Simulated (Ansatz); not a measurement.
## Pressure series in YN

Take YN in the rock salt structure (space group Fm-3m, No. 225; a = 4.9060 Å) as the base.

Cell and atoms are relaxed at each pressure.

All numbers come from PBE (Ansatz, a first-principles code), spin-orbit coupling left out, earlier PAW set.

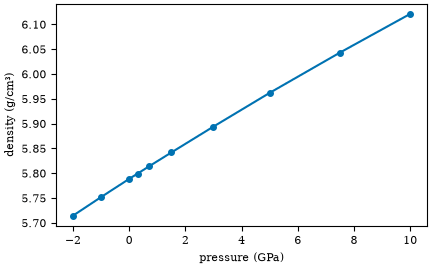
Figure. Density against pressure

```json
[
 {"pressure (GPa)": "-2", "density": "5.71 g/cm³"},
 {"pressure (GPa)": "-1", "density": "5.75 g/cm³"},
 {"pressure (GPa)": "0.3", "density": "5.80 g/cm³"},
 {"pressure (GPa)": "0.7", "density": "5.81 g/cm³"},
 {"pressure (GPa)": "1.5", "density": "5.84 g/cm³"},
 {"pressure (GPa)": "3", "density": "5.89 g/cm³"},
 {"pressure (GPa)": "5", "density": "5.96 g/cm³"},
 {"pressure (GPa)": "7.5", "density": "6.04 g/cm³"},
 {"pressure (GPa)": "10", "density": "6.12 g/cm³"}
]
```

Load acts through the strain it causes; cell and atoms are relaxed under it. Whether these cells are dynamically stable was not tested. No other phases were tried under pressure.
